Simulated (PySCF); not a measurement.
System: C4H9ClSSi.

Input file:

```
{"job": {"kind": "nmr", "xc": "PBE0", "basis": "pcSseg-1"}, "charge": 0, "multiplicity": 1}
C     -3.039931    -0.579147     0.568537
C     -1.984115     0.208441     0.650748
C     -1.241390     0.747147    -0.524641
Si     0.463060    -0.077298    -0.692327
Cl     1.449608     0.645293    -2.311066
S      1.556402     0.377324     1.101109
C      3.232664    -0.142577     0.617112
H     -3.541327    -0.953797     1.443864
H     -3.452289    -0.876146    -0.382365
H     -1.582025     0.490214     1.614326
H     -1.110014     1.825300    -0.406604
H     -1.813963     0.580397    -1.437285
H      0.387537    -1.526204    -0.845696
H      3.516709     0.359372    -0.301833
H      3.895238     0.150374     1.424258
H      3.256236    -1.219748     0.487789
```

Command:

```sh
OMP_NUM_THREADS=1 python probes_run.py task.json out
```

Geometry: GFN2-xTB.

All numbers below come from PBE0/pcSseg-1, SCF density, gas phase, non-relativistic in PySCF.

Q: Predict the electron density and electron localisation function between the atoms.

A: C–C (1.32 Å): the density is about 2.3 e/Å³ at the midpoint; the ELF peaks at about 0.90 between the atoms (a multiple bond).
C–H (1.08 Å): ρ at the midpoint is about 2 e/Å³; the ELF climbs to about 1 towards the hydrogen, as it does in any bond to H; a covalent bond by its length.

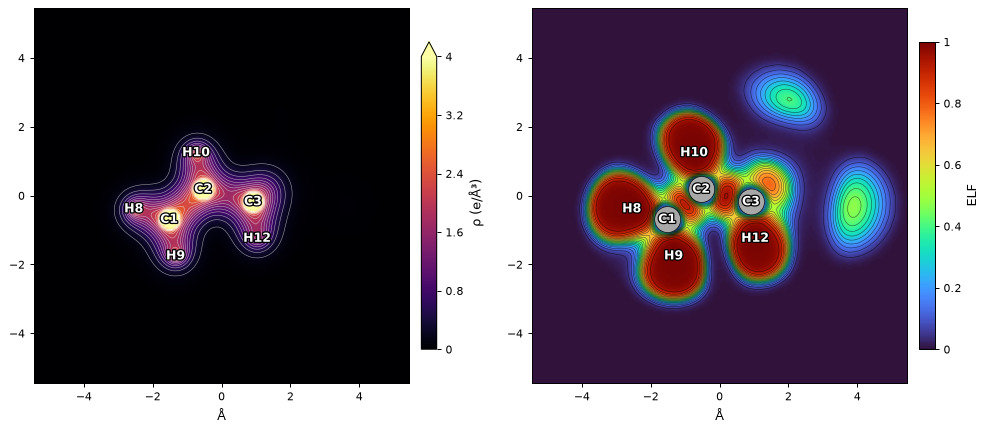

Computed electron density and electron localisation function on the plane of atoms C2, C1 and H8, in this order. Grey discs cover the atomic cores in the ELF map. 
